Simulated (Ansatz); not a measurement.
Electronic density of states of amorphous Ti₄₀O₇₈, density 3.61 g/cm³, on a 2×2×2 Γ-centred mesh with a Gaussian width of 0.1 eV; energies count from the Fermi level, whose place inside the gap is arbitrary. Cell and mesh are small, so fine structure isn't converged. Level of theory: PBE, scalar-relativistic without spin-orbit coupling (plane waves to 420 eV, PAW; Ansatz, a program for electronic structure). Sampling: a 2×2×2 Γ-centred mesh; Fermi-Dirac width 0.01 eV; collinear spin, started from moments on atoms (at the end a net moment of 0.0 μB, with unpaired spins of both signs, a broken-symmetry state; no other order was tried). The usual formal charges leave 4 electrons over, so the level spacing at the Fermi energy parts defect or band states and needn't be the band gap. In the spin-polarised cell the level spacing at the Fermi energy can part levels of unlike spin. So small a spacing is near the smearing width and the bands' dispersion over the mesh, so it is a value of this cell and mesh.

A CHGNet melt-quench gave the starting glass, which DFT then relaxed. O atoms were pushed apart under 1.9 Å during the dynamics, to hinder bonds among them. The hot cell started wider than the set density and was brought back towards it in steps. It is the lowest in DFT energy of 4 quenches. It is a model cell: composition and starting density were chosen by hand, and all elements were melted together. No dispersion term was used. Its density started from a set value of 3.75 and ended at 3.61 g/cm³. Cooling (nominally 240 K/ps over its main leg) ran many orders faster than in experiment, which tends to leave more defects and strain. A cell of this size samples the disorder only roughly. Volume and shape were free in the relaxation.

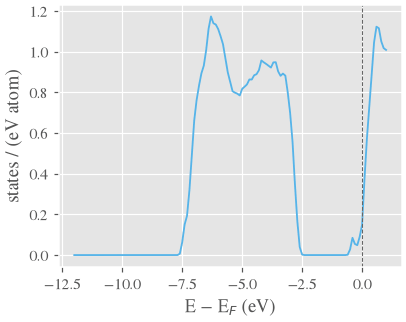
*Density of states per atom*

The level spacing at the Fermi energy on this mesh is 0.11 eV; the broadening fills part of it in the curve.
